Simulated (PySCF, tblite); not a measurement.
# C₇H₁₁N: a rotation path, then NMR shifts on frames, part 2 of 2

tblite 0.8.0 and PySCF 2.14.0. Atoms count from 0. Earlier steps stand in the parts before.

## Step 5: NMR shieldings: image 5, PBE0/pcSseg-1

Job settings and geometry (Å):

```
{"job": {"kind": "nmr", "xc": "PBE0", "basis": "pcSseg-1", "pop": false}, "charge": 0, "multiplicity": 1}
C     -2.275900     0.606000    -0.885000
C     -2.343800    -0.099800     0.228800
C     -0.980300    -0.311800     0.804100
N     -0.116700     0.526700    -0.015000
C      1.231900     0.104700    -0.236100
C      1.822400    -1.187300     0.260000
C      2.246100     0.120800     0.871300
C     -0.859800     0.987200    -1.182900
H     -3.086400     0.880600    -1.536200
H     -3.219300    -0.525800     0.684700
H     -0.723500    -1.381100     0.740200
H     -0.910600    -0.011500     1.856800
H      1.594900     0.436200    -1.203000
H      2.512300    -1.710900    -0.384300
H      1.233800    -1.848100     0.874500
H      1.897300     0.332300     1.869800
H      3.237600     0.492000     0.662200
H     -0.747200     2.074900    -1.291900
H     -0.522700     0.524100    -2.125300
```

Level: GIAO PBE0/pcSseg-1 NMR shielding, non-relativistic, gas phase.

Output:

```text
coarse grid: 15488 points
cycle   1  E = -327.5116454468  dE =  1.312e+00  |g| = 3.977e-01  |ddm| = 3.912e+00
cycle   2  E = -327.5113051777  dE =  3.403e-04  |g| = 4.179e-01  |ddm| = 8.506e-01
cycle   3  E = -327.5558650008  dE = -4.456e-02  |g| = 4.086e-02  |ddm| = 4.457e-01
cycle   4  E = -327.5561038572  dE = -2.389e-04  |g| = 2.124e-02  |ddm| = 4.984e-02
cycle   5  E = -327.5561885441  dE = -8.469e-05  |g| = 7.469e-03  |ddm| = 2.545e-02
cycle   6  E = -327.5562001475  dE = -1.160e-05  |g| = 1.392e-03  |ddm| = 7.530e-03
cycle   7  E = -327.5562005670  dE = -4.195e-07  |g| = 4.463e-04  |ddm| = 1.368e-03
final grid: 148544 points
cycle   8  E = -327.6038789790  dE = -4.840e-05  |g| = 8.608e-03  |ddm| = 3.971e-02
cycle   9  E = -327.6038738114  dE =  5.168e-06  |g| = 9.853e-03  |ddm| = 1.841e-02
cycle  10  E = -327.6038987288  dE = -2.492e-05  |g| = 7.173e-04  |ddm| = 9.888e-03
cycle  11  E = -327.6038988222  dE = -9.342e-08  |g| = 3.452e-04  |ddm| = 9.442e-04
cycle  12  E = -327.6038988498  dE = -2.762e-08  |g| = 6.456e-05  |ddm| = 3.250e-04
cycle  13  E = -327.6038988506  dE = -7.443e-10  |g| = 3.331e-05  |ddm| = 7.687e-05
cycle  14  E = -327.6038988508  dE = -2.533e-10  |g| = 4.427e-06  |ddm| = 3.194e-05
converged SCF energy = -327.6038988508

GIAO shielding tensors (ppm)
atom      isotropic    diamagn.    paramagn.     s11        s22        s33       span
  0 C       52.671     256.928    -204.257    -53.787     70.417    141.381    195.168
  1 C       52.325     256.453    -204.128    -54.586     70.163    141.398    195.984
  2 C      127.699     245.676    -117.977    103.940    122.253    156.904     52.964
  3 N      234.193     326.110     -91.917    144.605    272.004    285.969    141.364
  4 C      146.863     240.956     -94.093    103.795    126.321    210.472    106.677
  5 C      188.209     253.209     -65.000    158.882    186.081    219.663     60.781
  6 C      184.805     254.426     -69.621    156.544    176.500    221.370     64.826
  7 C      119.708     243.946    -124.238     85.920    115.346    157.857     71.937
  8 H       25.882      30.154      -4.272     24.753     24.992     27.901      3.148
  9 H       25.840      30.434      -4.594     24.507     25.318     27.697      3.190
 10 H       28.169      31.935      -3.766     22.758     29.829     31.921      9.164
 11 H       28.090      30.571      -2.481     22.999     26.549     34.724     11.726
 12 H       29.518      31.117      -1.599     22.196     29.419     36.938     14.743
 13 H       31.588      30.632       0.957     25.690     26.741     42.333     16.643
 14 H       30.631      32.203      -1.572     24.416     29.440     38.038     13.622
 15 H       31.546      31.787      -0.241     25.444     29.716     39.477     14.033
 16 H       31.395      30.790       0.605     25.417     27.246     41.523     16.106
 17 H       27.225      29.148      -1.923     22.234     25.609     33.832     11.597
 18 H       27.912      30.309      -2.397     23.863     26.922     32.951      9.088
```

Wall time 68 s (1 thread, shared host).

Key values: δ C1 134.6, C0 134.3, C7 67.2, C2 59.2, H9 5.88, H8 5.84 ppm.

## Step 6: Nuclear shieldings: image 6, PBE0/pcSseg-1

Job settings and geometry (Å):

```
{"job": {"kind": "nmr", "xc": "PBE0", "basis": "pcSseg-1", "pop": false}, "charge": 0, "multiplicity": 1}
C     -2.261100     0.513800    -0.899800
C     -2.308900    -0.079900     0.278700
C     -0.944700    -0.168000     0.884900
N     -0.103900     0.601300    -0.022600
C      1.249500     0.189400    -0.215200
C      1.799800    -1.180100     0.094100
C      2.180400     0.004000     0.942800
C     -0.859500     0.917700    -1.231400
H     -3.077400     0.693000    -1.576500
H     -3.171400    -0.491200     0.771400
H     -0.644200    -1.223400     0.962600
H     -0.904900     0.263400     1.893000
H      1.671400     0.673900    -1.088600
H      2.536700    -1.597600    -0.574300
H      1.162400    -1.928000     0.536800
H      1.764900     0.058900     1.936700
H      3.185100     0.390000     0.864500
H     -0.784300     1.993800    -1.442400
H     -0.499600     0.378400    -2.122100
```

Level: GIAO PBE0/pcSseg-1 NMR shielding, non-relativistic, gas phase.

Output:

```text
coarse grid: 15488 points
cycle   1  E = -327.5126067294  dE =  1.313e+00  |g| = 3.967e-01  |ddm| = 3.918e+00
cycle   2  E = -327.5128450460  dE = -2.383e-04  |g| = 4.142e-01  |ddm| = 8.498e-01
cycle   3  E = -327.5566651913  dE = -4.382e-02  |g| = 4.141e-02  |ddm| = 4.412e-01
cycle   4  E = -327.5569219471  dE = -2.568e-04  |g| = 2.014e-02  |ddm| = 4.983e-02
cycle   5  E = -327.5569960964  dE = -7.415e-05  |g| = 7.773e-03  |ddm| = 2.492e-02
cycle   6  E = -327.5570087213  dE = -1.262e-05  |g| = 1.343e-03  |ddm| = 7.908e-03
cycle   7  E = -327.5570091113  dE = -3.899e-07  |g| = 4.438e-04  |ddm| = 1.389e-03
final grid: 148544 points
cycle   8  E = -327.6053164919  dE = -4.508e-05  |g| = 8.778e-03  |ddm| = 3.733e-02
cycle   9  E = -327.6053110647  dE =  5.427e-06  |g| = 1.006e-02  |ddm| = 1.866e-02
cycle  10  E = -327.6053369574  dE = -2.589e-05  |g| = 6.945e-04  |ddm| = 9.970e-03
cycle  11  E = -327.6053370446  dE = -8.726e-08  |g| = 3.352e-04  |ddm| = 9.196e-04
cycle  12  E = -327.6053370708  dE = -2.615e-08  |g| = 6.549e-05  |ddm| = 3.150e-04
cycle  13  E = -327.6053370716  dE = -7.924e-10  |g| = 3.195e-05  |ddm| = 7.621e-05
cycle  14  E = -327.6053370718  dE = -2.340e-10  |g| = 4.720e-06  |ddm| = 3.042e-05
converged SCF energy = -327.6053370718

GIAO shielding tensors (ppm)
atom      isotropic    diamagn.    paramagn.     s11        s22        s33       span
  0 C       52.165     256.780    -204.615    -54.504     69.581    141.419    195.923
  1 C       52.526     256.475    -203.949    -54.257     70.689    141.145    195.403
  2 C      131.055     245.545    -114.490    108.606    126.051    158.508     49.902
  3 N      233.416     325.735     -92.319    142.653    277.154    280.440    137.787
  4 C      148.798     241.151     -92.353    105.284    132.289    208.821    103.537
  5 C      190.953     253.662     -62.710    163.337    190.354    219.168     55.831
  6 C      186.148     254.763     -68.614    159.324    178.403    220.718     61.394
  7 C      120.382     244.513    -124.132     87.884    115.311    157.950     70.067
  8 H       25.871      30.195      -4.324     24.703     25.067     27.844      3.141
  9 H       25.880      30.475      -4.595     24.518     25.378     27.744      3.226
 10 H       28.359      31.943      -3.584     22.660     30.238     32.178      9.518
 11 H       28.140      30.360      -2.220     23.025     26.418     34.976     11.951
 12 H       29.443      31.063      -1.619     22.005     29.054     37.271     15.266
 13 H       31.748      30.786       0.962     25.982     26.778     42.482     16.500
 14 H       30.615      32.264      -1.650     23.895     29.813     38.136     14.242
 15 H       31.514      31.901      -0.387     25.228     29.990     39.325     14.097
 16 H       31.399      30.660       0.740     25.262     27.110     41.827     16.565
 17 H       27.273      29.150      -1.877     22.330     25.612     33.876     11.546
 18 H       27.892      30.502      -2.610     23.661     27.035     32.979      9.318
```

Run time: 67 s. Hardware: 1 thread, shared host.

In short: δ C0 134.8, C1 134.4, C7 66.5, C2 55.9, H8 5.85, H9 5.84 ppm.

## Step 7: Shielding tensors: image 8, PBE0/pcSseg-1

Job settings and geometry (Å):

```
{"job": {"kind": "nmr", "xc": "PBE0", "basis": "pcSseg-1", "pop": false}, "charge": 0, "multiplicity": 1}
C     -2.232200     0.375300    -0.886900
C     -2.287700     0.023400     0.384700
C     -0.922800     0.044200     0.999500
N     -0.104900     0.699400    -0.012000
C      1.275900     0.368900    -0.118300
C      1.794700    -1.048100    -0.211800
C      2.065100    -0.211900     1.008100
C     -0.825200     0.690600    -1.283000
H     -3.045600     0.427300    -1.587700
H     -3.156500    -0.271400     0.945300
H     -0.606100    -0.986300     1.231900
H     -0.893500     0.622900     1.930600
H      1.786000     1.102200    -0.737100
H      2.608200    -1.259500    -0.888300
H      1.086600    -1.858200    -0.120000
H      1.555800    -0.469700     1.923400
H      3.066900     0.157900     1.166100
H     -0.734500     1.670600    -1.766600
H     -0.439900    -0.068600    -1.985700
```

Method: GIAO PBE0/pcSseg-1 NMR shielding, non-relativistic, gas phase.

Output:

```text
coarse grid: 15488 points
cycle   1  E = -327.5180500257  dE =  1.312e+00  |g| = 3.926e-01  |ddm| = 3.905e+00
cycle   2  E = -327.5187517753  dE = -7.017e-04  |g| = 4.083e-01  |ddm| = 8.363e-01
cycle   3  E = -327.5612541292  dE = -4.250e-02  |g| = 4.441e-02  |ddm| = 4.352e-01
cycle   4  E = -327.5615544430  dE = -3.003e-04  |g| = 2.081e-02  |ddm| = 5.317e-02
cycle   5  E = -327.5616327550  dE = -7.831e-05  |g| = 7.839e-03  |ddm| = 2.490e-02
cycle   6  E = -327.5616454766  dE = -1.272e-05  |g| = 1.170e-03  |ddm| = 8.284e-03
cycle   7  E = -327.5616457849  dE = -3.084e-07  |g| = 3.480e-04  |ddm| = 1.453e-03
final grid: 148544 points
cycle   8  E = -327.6090005334  dE = -6.346e-05  |g| = 8.748e-03  |ddm| = 4.484e-02
cycle   9  E = -327.6089956757  dE =  4.858e-06  |g| = 9.919e-03  |ddm| = 1.807e-02
cycle  10  E = -327.6090208465  dE = -2.517e-05  |g| = 6.570e-04  |ddm| = 9.648e-03
cycle  11  E = -327.6090209157  dE = -6.922e-08  |g| = 3.722e-04  |ddm| = 9.868e-04
cycle  12  E = -327.6090209473  dE = -3.161e-08  |g| = 7.673e-05  |ddm| = 3.494e-04
cycle  13  E = -327.6090209485  dE = -1.156e-09  |g| = 3.279e-05  |ddm| = 8.809e-05
cycle  14  E = -327.6090209487  dE = -2.491e-10  |g| = 5.498e-06  |ddm| = 3.109e-05
converged SCF energy = -327.6090209487

GIAO shielding tensors (ppm)
atom      isotropic    diamagn.    paramagn.     s11        s22        s33       span
  0 C       51.358     256.705    -205.347    -55.752     68.240    141.587    197.339
  1 C       52.014     256.475    -204.461    -54.427     68.472    141.996    196.423
  2 C      131.438     245.577    -114.139    107.038    131.294    155.981     48.943
  3 N      224.794     324.602     -99.808    139.092    261.130    274.159    135.067
  4 C      151.218     242.761     -91.544    107.226    137.387    209.040    101.814
  5 C      189.624     253.649     -64.025    166.054    180.870    221.949     55.895
  6 C      181.478     254.962     -73.484    154.307    177.232    212.894     58.588
  7 C      121.484     245.736    -124.252     92.815    114.080    157.556     64.742
  8 H       25.821      30.269      -4.448     24.625     25.115     27.723      3.098
  9 H       25.890      30.435      -4.545     24.583     25.377     27.710      3.127
 10 H       28.527      31.803      -3.276     22.788     29.796     32.996     10.208
 11 H       28.094      30.189      -2.095     23.313     25.945     35.023     11.711
 12 H       29.241      30.913      -1.672     21.772     27.918     38.032     16.260
 13 H       31.665      30.829       0.836     25.913     26.842     42.239     16.326
 14 H       31.289      32.137      -0.848     25.445     29.884     38.537     13.093
 15 H       31.178      32.151      -0.973     25.255     29.841     38.438     13.183
 16 H       31.117      30.231       0.886     24.941     26.596     41.814     16.873
 17 H       27.517      29.613      -2.096     23.190     25.414     33.946     10.756
 18 H       28.063      30.946      -2.884     23.972     27.684     32.532      8.560
```

Wall time 68 s (1 thread, shared host).

This run: δ C0 135.6, C1 134.9, C7 65.4, C2 55.5, H8 5.90, H9 5.83 ppm.

## Step 8: Comparing the runs: NMR shifts

Shifts (ppm) of some atoms, chosen among heavy atoms and hydrogens apart, with basis size and wall time:

```
  frame    C2    C4    C6    C5   H12   H14    N3  functions  time
image 0  65.3  38.3   8.5   8.5  1.72  0.47  59.7        191  68 s
image 2  66.4  40.2  11.3   6.6  1.79  0.51  51.0        191  68 s
image 5  59.2  40.1   2.1  -1.3  2.20  1.09  33.5        191  68 s
image 6  55.9  38.1   0.8  -4.0  2.27  1.10  34.3        191  67 s
image 8  55.5  35.7   5.4  -2.7  2.48  0.43  42.9        191  68 s
```

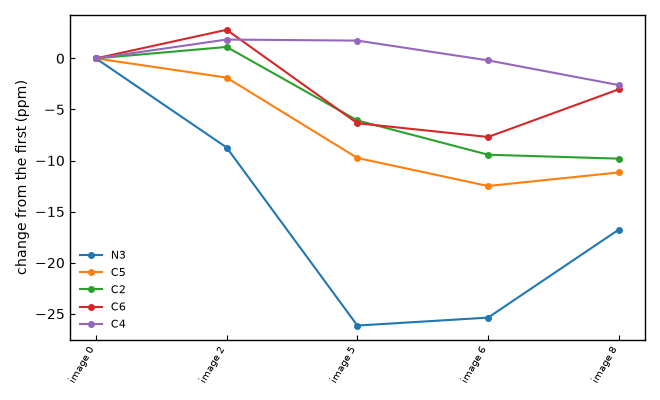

How five of the tabulated atoms move from run to run.

## Step 9: Results

The summary covers parts 1 to 2.

```
                                       quantity                                                                 value
                                        barrier                                    0.153 eV (3.5 kcal/mol) at image 5
                          end to end (GFN2-xTB)                                                              0.055 eV
¹³C shifts against TMS (PBE0/pcSseg-1, image 0)                          135.3, 135.3, 65.3, 65.3, 38.3, 8.5, 8.5 ppm
 ¹H shifts against TMS (PBE0/pcSseg-1, image 0)  5.87, 5.87, 4.16, 4.16, 3.65, 3.65, 1.72, 0.47, 0.47, 0.36, 0.36 ppm
¹⁵N shifts against NH3 (PBE0/pcSseg-1, image 0)                                                              59.7 ppm
                       range of the shift of N3                                                      33.5 to 59.7 ppm
```

In words: Along the band the dihedral turns by 128°, and the top (dihedral 229°) lies 3.5 kcal/mol above the start (GFN2-xTB, rough), so at room temperature this motion is fast. The top was not checked by a frequency run. Shifts at one fixed geometry are not the observed spectrum, which averages over the motion. In ppm, N3 moves most: its shift spreads over 26.2 ppm, from 33.5 (image 5) to 59.7 (image 0).
